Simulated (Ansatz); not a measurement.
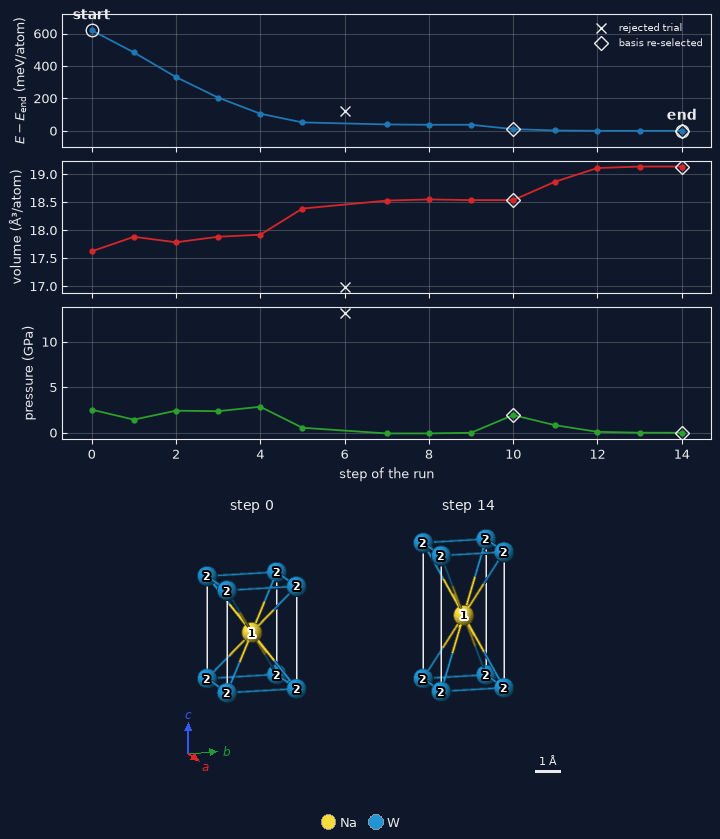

First and last geometry of a relaxation of crystalline NaW (a generated structure, set up in P4/mmm), with the history of the run. The picture is a ball-and-stick view of the cell of the calculation, seen slightly off an axis.

The calculation used DFT PBE, scalar-relativistic, plane waves, PAW in Ansatz. Set-up: plane-wave cutoff 420 eV; k-point mesh 20 × 20 × 14; occupations gaussian; smearing width 0.1 eV; no spin polarisation; cell and atoms relaxed; force threshold 0.01 eV/Å; at most 80 steps.

Q: What do the curves and the structures tell?

A: It converged. No atom moves by more than 0.005 Å relative to the cell. The volume changes by +8.6 %, with a = b 2.898 → 2.622 Å (−9.5 %), c 4.197 → 5.566 Å (+32.6 %). Near-neighbour distances that change, for instance: Na1–W2 2.933 → 3.344 Å, W2–W2 2.898 → 2.622 Å, Na1–Na1 2.898 → 2.622 Å. The space group stays P4/mmm (No. 123). The energy falls by 620 meV per atom in 11 accepted moves (14 points after the start). All forces vanish by symmetry, so only the cell relaxes. The pressure goes from 2.54 to 0.00 GPa. The line search rejected the trial step at point 6 of the run. The SCF was repeated twice at an unchanged geometry on a basis and grid sized afresh for the cell, which shifted the energy by 26.8 meV per atom at most.

```
step  E − E(0), meV/atom  pressure, GPa  volume, Å³/atom                      note
   0                0.00           2.54           17.624                          
   1             -136.02           1.44           17.884                          
   2             -288.39           2.43           17.786                          
   3             -415.00           2.37           17.885                          
   4             -514.19           2.86           17.921                          
   5             -567.97           0.55           18.388                          
   6             -498.88          13.19           16.985                  rejected
   7             -580.46          -0.07           18.530                          
   8             -582.50          -0.07           18.551                          
   9             -582.51           0.00           18.539                          
  10             -609.29           1.95           18.539  same geometry, new basis
  11             -617.80           0.83           18.869                          
  12             -619.75           0.10           19.112                          
  13             -619.76           0.01           19.138                          
  14             -619.85           0.00           19.138  same geometry, new basis
```
